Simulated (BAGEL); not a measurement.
**singlet [SiCNF2]+ at 4 levels**

Aim: a comparison of 4 runs (B3LYP/6-31G*, B3LYP/aug-cc-pVDZ, PBE0/aug-cc-pVDZ, RI-MP2/aug-cc-pVDZ) of singlet [SiCNF2]+. 

Program for the calculation: BAGEL 1.2.2.

7 further runs of the same task are left out: 5 that didn't finish, 2 set aside as unsound or not needed. Runs told in other sessions of the task aren't counted.

## 1. Starting point

[SiCNF2]+ has 5 atoms, charge +1, and is taken as a singlet. SMILES of the parent species: `N#C[Si](F)F`. The coordinates come from a PBE0-D4/def2-TZVP relaxation. That shape belongs to the parent species and isn't relaxed for this state.

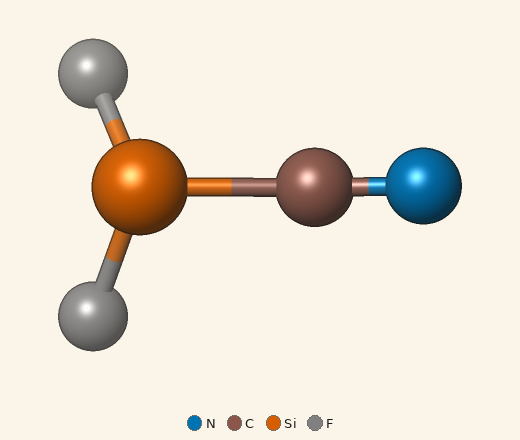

The structure, seen from a chosen angle (nitrogen blue, carbon brown, silicon orange, fluorine grey).

## 2. A single-point energy at B3LYP/6-31G(d) (density fitting with qzvpp-jkfit, spherical functions) (run 1)

The input, input.json:

```json
{ "bagel" : [

{
  "title" : "molecule",
  "basis" : "6-31gs.json",
  "df_basis" : "qzvpp-jkfit",
  "angstrom" : "true",
  "geometry" : [
    { "atom" : "N", "xyz" : [       1.426100,      -1.103800,       1.364300 ] },
    { "atom" : "C", "xyz" : [       0.743000,      -0.566400,       0.607500 ] },
    { "atom" : "Si", "xyz" : [      -0.192800,       0.214100,      -0.773500 ] },
    { "atom" : "F", "xyz" : [      -1.655600,      -0.382400,      -0.757500 ] },
    { "atom" : "F", "xyz" : [      -0.270900,       1.764900,      -0.482300 ] }
  ]
},

{ "title" : "ks", "xc_func" : "b3lyp", "charge" : 1 },

{ "title" : "print", "file" : "orbitals.molden", "orbitals" : "true" }

]}
```

The basis set 6-31G* is read from a file made from the Basis Set Exchange's data (not shown).

Launch:

```
$ BAGEL_NUM_THREADS=1 BAGEL input.json > input.out
```

What it wrote:

```text
* using 1 threads per process

  ===============================================================
  ===============================================================

  *** Geometry ***

  { "atom" : "N", "xyz" : [      2.694938,     -2.085880,      2.578153 ] },
  { "atom" : "C", "xyz" : [      1.404067,     -1.070341,      1.148009 ] },
  { "atom" : "Si", "xyz" : [     -0.364339,      0.404590,     -1.461703 ] },
  { "atom" : "F", "xyz" : [     -3.128631,     -0.722631,     -1.431468 ] },
  { "atom" : "F", "xyz" : [     -0.511927,      3.335178,     -0.911415 ] },

  Number of auxiliary basis functions:      434

  Since a DF basis is specified, we compute 2- and 3-index integrals:
    o Being stored without compression. Storage requirement is 0.019 GB

  Number of basis functions:       74
  Number of electrons      :       45

    * METHOD: MOLECULE                             0.20

  *** Kohn-Sham DFT ***

    * Removing 8052 points whose weight is below 1.00e-10
    * Grid points: 66478

  === Nuclear Repulsion ===
   200.0261030113

       - DIIS with orbital gradients will be used.

  === KS iteration (b3lyp / 6-31gs.json) ===
      0       -540.68184570          0.14796643           0.27
      1       -338.68584822          0.20232035           0.28
      2       -440.15373558          0.15686550           0.24
[... 19 lines of this table left out ...]
     22       -581.69628341          0.00000001           0.24
    * SCF iteration converged.

    * Permanent dipole moment:
           (   -0.377276,     0.035655,     1.620096) a.u.

    * METHOD: KS                                   5.93

    * METHOD: PRINT                                0.02

  ===============================================================
```

It took 6.3 s on 1 thread of Arm Neoverse V1, shared host; peak memory 0.27 GiB.

## 3. A single-point energy at B3LYP/aug-cc-pVDZ (density fitting with qzvpp-jkfit) (run 2)

The input, input.json:

```json
{ "bagel": [

{
  "title": "molecule",
  "basis": "aug-cc-pvdz.json",
  "df_basis": "qzvpp-jkfit",
  "angstrom": true,
  "geometry": [
    { "atom": "N", "xyz": [    1.426100,   -1.103800,    1.364300 ] },
    { "atom": "C", "xyz": [    0.743000,   -0.566400,    0.607500 ] },
    { "atom": "Si", "xyz": [   -0.192800,    0.214100,   -0.773500 ] },
    { "atom": "F", "xyz": [   -1.655600,   -0.382400,   -0.757500 ] },
    { "atom": "F", "xyz": [   -0.270900,    1.764900,   -0.482300 ] }
  ]
},
{ "title": "ks", "xc_func": "b3lyp", "charge": 1 },
{ "title": "print", "file": "orbitals.molden", "orbitals": true }

]}
```

The basis set aug-cc-pVDZ is read from a file made from the Basis Set Exchange's data (not shown).

Launch:

```
$ BAGEL_NUM_THREADS=1 BAGEL input.json > input.out
```

What it wrote:

```text
* using 1 threads per process

  ===============================================================
  ===============================================================

  *** Geometry ***

  { "atom" : "N", "xyz" : [      2.694938,     -2.085880,      2.578153 ] },
  { "atom" : "C", "xyz" : [      1.404067,     -1.070341,      1.148009 ] },
  { "atom" : "Si", "xyz" : [     -0.364339,      0.404590,     -1.461703 ] },
  { "atom" : "F", "xyz" : [     -3.128631,     -0.722631,     -1.431468 ] },
  { "atom" : "F", "xyz" : [     -0.511927,      3.335178,     -0.911415 ] },

  Number of auxiliary basis functions:      434

  Since a DF basis is specified, we compute 2- and 3-index integrals:
    o Being stored without compression. Storage requirement is 0.049 GB

  Number of basis functions:      119
  Number of electrons      :       45

    * METHOD: MOLECULE                             0.26

  *** Kohn-Sham DFT ***

    * Removing 8052 points whose weight is below 1.00e-10
    * Grid points: 66478

  === Nuclear Repulsion ===
   200.0261030113

       - DIIS with orbital gradients will be used.

  === KS iteration (b3lyp / aug-cc-pvdz.json) ===
      0       -545.06015214          0.09636833           0.40
      1       -354.58379489          0.20545126           0.39
      2       -436.57006335          0.15156362           0.39
[... 18 lines of this table left out ...]
     21       -581.74590747          0.00000001           0.39
    * SCF iteration converged.

    * Permanent dipole moment:
           (   -0.376630,     0.037059,     1.605906) a.u.

    * METHOD: KS                                   8.92

    * METHOD: PRINT                                0.04

  ===============================================================
```

It took 9.6 s on 1 thread of Arm Neoverse V1, shared host; peak memory 0.39 GiB.

Run 3 isn't shown in full; the table further down has it.

## 4. The energy at RI-MP2/aug-cc-pVDZ (density fitting with qzvpp-jkfit) (run 4)

The input, job.json:

```json
{ "bagel": [

{
  "title": "molecule",
  "basis": "aug-cc-pvdz.json",
  "df_basis": "qzvpp-jkfit",
  "angstrom": "true",
  "geometry": [
    { "atom": "N", "xyz": [       1.426100,      -1.103800,       1.364300 ] },
    { "atom": "C", "xyz": [       0.743000,      -0.566400,       0.607500 ] },
    { "atom": "Si", "xyz": [      -0.192800,       0.214100,      -0.773500 ] },
    { "atom": "F", "xyz": [      -1.655600,      -0.382400,      -0.757500 ] },
    { "atom": "F", "xyz": [      -0.270900,       1.764900,      -0.482300 ] }
  ]
},

{ "title": "hf", "charge": 1 },

{ "title": "mp2", "charge": 1, "ncore": 9 }

]}
```

The basis set aug-cc-pVDZ is read from a file made from the Basis Set Exchange's data (not shown).

Launch:

```
$ BAGEL_NUM_THREADS=1 BAGEL job.json > job.out
```

What it wrote:

```text
* using 1 threads per process

  ===============================================================
  ===============================================================

  *** Geometry ***

[... 29 lines left out ...]
    * SCF iteration converged.
[... 1 line left out ...]
    * Permanent dipole moment:
[... 2 lines left out ...]
    * METHOD: HF                                   2.43

  *** RHF ***

  === Nuclear Repulsion ===
   200.0261030113

      * DIIS with orbital gradients will be used.

  === RHF iteration (aug-cc-pvdz.json) ===
      0       -579.84820822          0.00000000           0.10
    * SCF iteration converged.

    * Permanent dipole moment:
           (   -0.445885,     0.033563,     1.981758) a.u.

  === DF-MP2 calculation ===

    * freezing 9 orbitals
    * 3-index integral transformation done
    * assembly done

      MP2 correlation energy:   -0.7771165767      0.09

      MP2 total energy:       -580.6253248000

    * METHOD: MP2                                  0.31

  ===============================================================
```

Run time: 3.3 s. Hardware: 1 thread of Arm Neoverse V1, shared host; peak memory 0.15 GiB.

## 5. Overview of the runs

```tsv
run	level	frozen core orbitals	energy (Eh)	HOMO energy (eV)	LUMO energy (eV)	HOMO–LUMO gap (eV)	wall time
1	B3LYP/6-31G* (density fitting with qzvpp-jkfit, spherical functions)	–	-581.696283	-16.46	-12.90	3.56	6.3 s
2	B3LYP/aug-cc-pVDZ (density fitting with qzvpp-jkfit)	–	-581.745907	-16.64	-13.07	3.57	9.6 s
3	PBE0/aug-cc-pVDZ (density fitting with qzvpp-jkfit)	–	-581.308159	-16.89	-12.80	4.09	9.3 s
4	RI-MP2/aug-cc-pVDZ (density fitting with qzvpp-jkfit)	9	-580.625325	–	–	–	3.3 s
```

## 6. Outcome

```
                                          quantity          value
                               run 4: total energy  -580.62532 Eh
run 4: correlation energy (9 core orbitals frozen)     -777.1 mEh
```

What this shows: Over runs 1, 2, 3 the HOMO–LUMO gap runs from 3.56 eV (B3LYP/6-31G*) to 4.09 eV (PBE0/aug-cc-pVDZ). The two ends differ in method and basis. Totals of different functionals can't be ranked against each other. All runs together took 29 s, the longest 9.6 s.
